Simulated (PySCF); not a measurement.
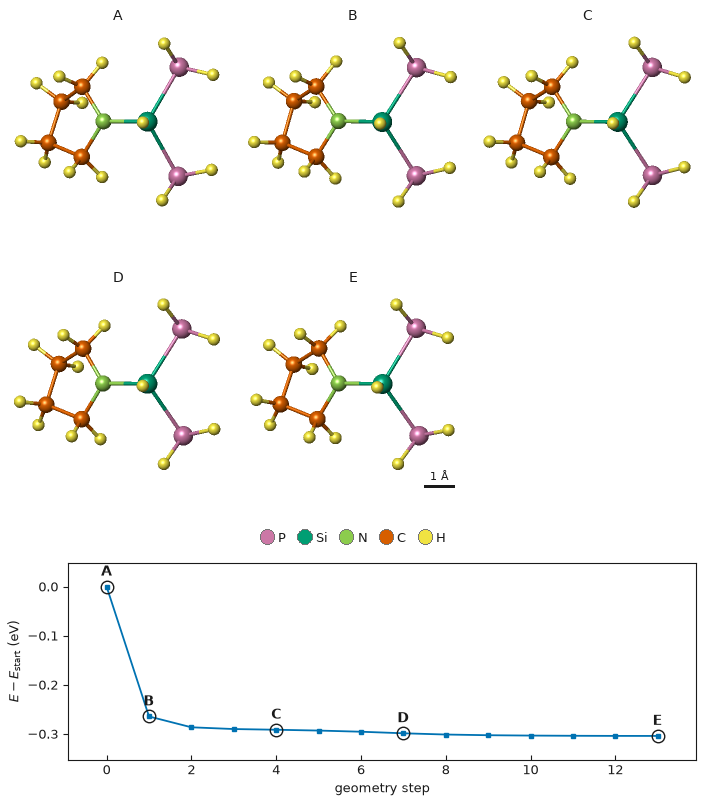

Frames of a relaxation of C4H13NP2Si, marked on the history of the run. A ball-and-stick model, seen from a free direction.

The start comes from GFN2-xTB. Its atoms were then displaced at random by about 0.01 Å.

Theory: PBE0-D3(BJ)/def2-SVP geometry optimisation, gas phase (PySCF 2.14.0, density-fitted response routines). 

Question: Describe the path.

Answer: After 13 geometry steps the energy has fallen by 0.304 eV. The largest move after the best rigid fit is that of an H atom, 0.38 Å. Largest moves by element: H 0.38 Å, P 0.22 Å, C 0.17 Å, N 0.12 Å, Si 0.02 Å. Among the contacts that change: H–P 1.356 → 1.430 Å, N–Si 1.665 → 1.728 Å, H–P 1.377 → 1.431 Å, P–Si 2.235 → 2.269 Å. Among the angles between lasting bonds that change: P–Si–P 111.5° → 107.0°, Si–P–H 96.1° → 92.5°, N–Si–H 110.3° → 113.7°. Cost: 8 min on 1 thread of Arm Neoverse N1, with other jobs on the host. From step 0 to 1: H atoms move most (0.19 Å), energy −0.264 eV. From step 1 to 4: an H atom moves most (0.08 Å), energy −0.027 eV. From step 4 to 7: H atoms move most (0.14 Å), energy −0.007 eV. From step 7 to 13: H atoms move most (0.15 Å), energy −0.005 eV.

```json
{"step": "0", "E − E(0), eV": "0.0000"}
{"step": "1", "E − E(0), eV": "-0.2644"}
{"step": "2", "E − E(0), eV": "-0.2864"}
{"step": "3", "E − E(0), eV": "-0.2900"}
{"step": "4", "E − E(0), eV": "-0.2914"}
{"step": "5", "E − E(0), eV": "-0.2931"}
{"step": "6", "E − E(0), eV": "-0.2955"}
{"step": "7", "E − E(0), eV": "-0.2986"}
{"step": "8", "E − E(0), eV": "-0.3012"}
{"step": "9", "E − E(0), eV": "-0.3026"}
{"step": "10", "E − E(0), eV": "-0.3033"}
{"step": "11", "E − E(0), eV": "-0.3037"}
{"step": "12", "E − E(0), eV": "-0.3040"}
{"step": "13", "E − E(0), eV": "-0.3041"}
```
